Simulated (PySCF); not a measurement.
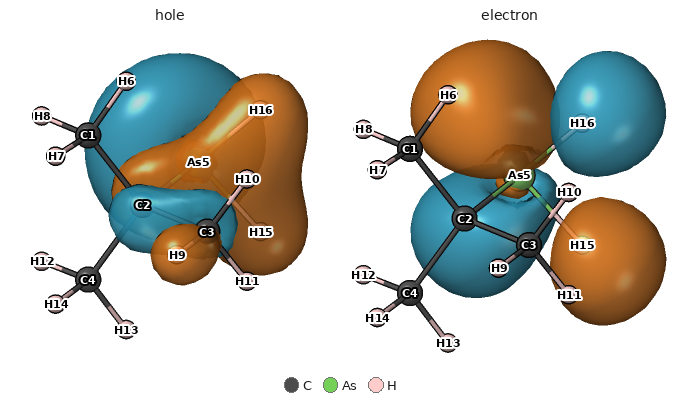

Figure. C$_{4}$H$_{11}$As, SMILES `CC(C)(C)[AsH2]`. Leading natural transition orbital pair of T₂ (TDA triplet states); the surfaces enclose about 78 % of each orbital's density.

Method: PBE0/cc-pVDZ; geometry: GFN2-xTB; program: PySCF. No frequency check shows the geometry to be a minimum. GFN2-xTB bond lengths at metals and heavier atoms can be off by up to 0.1 Å and shapes distorted, which carries into these values. Without diffuse functions Rydberg states are missing, so the states' numbers hold for this basis only.

Coordinates in Å:

```
C1       1.3243   -1.2373   -0.7369
C2       0.8271   -0.0001    0.0061
C3       1.3382   -0.0198    1.4411
C4       1.3242    1.2571   -0.7027
As5     -1.1910    0.0008   -0.0617
H6       0.9626   -2.1452   -0.2512
H7       2.4141   -1.2690   -0.7550
H8       0.9653   -1.2336   -1.7678
H9       2.4288   -0.0198    1.4609
H10      0.9881   -0.9112    1.9624
H11      0.9881    0.8571    1.9866
H12      0.9653    1.2817   -1.7333
H13      0.9625    2.1513   -0.1923
H14      2.4140    1.2894   -0.7199
H15     -1.3346    1.0417    1.0147
H16     -1.3345   -1.0692    0.9858
```

Where does the state lie, and where do hole and electron sit?

Answer. 5.75 eV (215 nm), spin-forbidden from the singlet ground state; the leading pair carries 99 %; hole on As5 (72 %), C2 (7 %) and H15 and H16 (6 % each), electron on As5 (58 %) and H15 and H16 (15 % each); their centroids lie 0.3 Å apart. In canonical orbitals it is mainly HOMO → LUMO+1 (92 %). The HOMO–LUMO gap is 7.59 eV.

Cost of the run: 4.1 min on 1 thread of Intel(R) Xeon(R) Platinum 8259CL CPU @ 2.50GHz (Skylake/Cascade Lake) (shared host), peak memory 0.77 GiB.
